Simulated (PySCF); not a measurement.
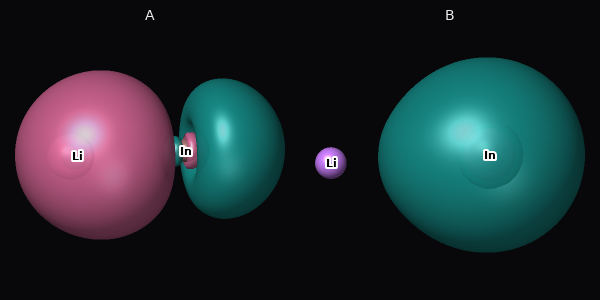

*LiIn. Two frontier orbitals, each drawn at the value that holds 80 % of its norm (teal and pink are the two phases), in no order; of a degenerate pair one member is drawn.*

Core potentials replace the inner electrons of In.

All numbers below come from PBE0/cc-pVDZ(-PP), non-relativistic Hamiltonian with scalar-relativistic core potentials where named, at a bond length of 3.017 Å (PySCF 2.14.0).

### Name the orbitals and rank them from lowest to highest energy.

Orbital B: σ, occupied, −8.86 eV; mainly on In (95 %).
Orbital A: σ, occupied, −3.57 eV; shared between the atoms (Li 40 %, In 60 %).
